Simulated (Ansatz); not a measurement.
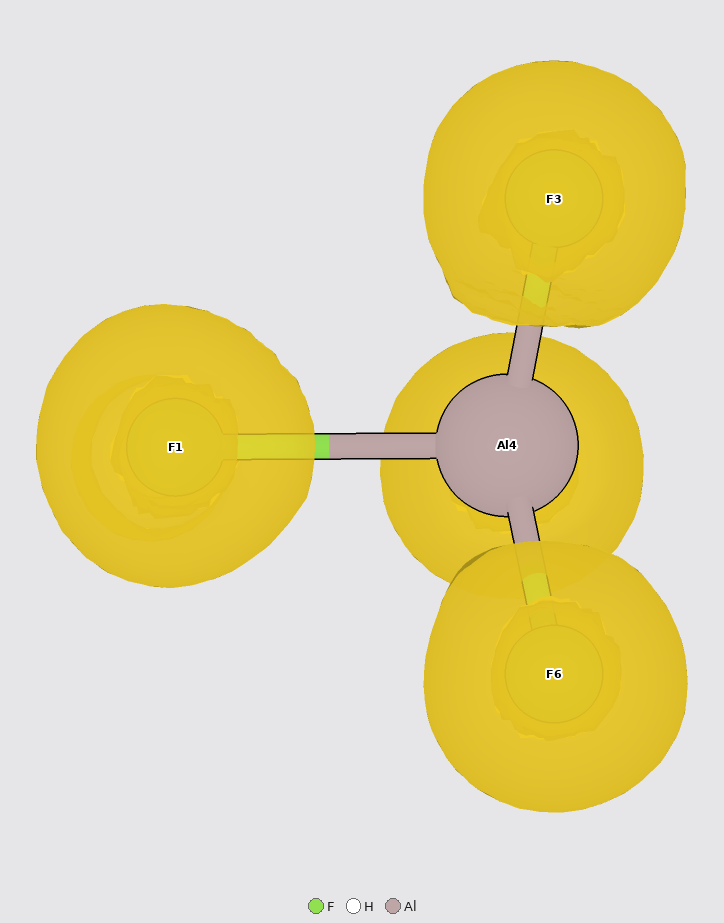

AlF4H. Isosurface of the electron localisation function at 0.75 (yellow), seen at an oblique angle. Only the valence region is drawn (cores and ρ < 0.01 e/Å³ removed).

Geometry: PBE0-D4/def2-TZVP.

These are results of Ansatz, RKS PBE0-D4/def2-TZVPPD, not measurements.

```xyz
6

F    -0.0372    0.2911   -1.3643
H     0.4537   -0.4725   -1.6001
F     0.6783    1.4296    1.1109
Al   -0.1197    0.0944    0.6009
F     0.7546   -1.3007    0.3900
F    -1.7298   -0.0419    0.8626
```

What do the ELF domains correspond to?

Answer. The ELF exceeds this value in three regions wrapped around F (the valence shell of each) and one joined region spread over several atoms (F, H), in which their bonds and any lone pairs are merged. Along the contacts the grid gives the following. Al–F (1.64 Å): the ELF peaks at about 0.85 in the valence shell of F, 0.6 Å from its nucleus, and is about 0.35 at the midpoint. F–H (0.94 Å): the ELF climbs to about 1 towards the hydrogen, as it does in any bond to H; a covalent bond by its length.
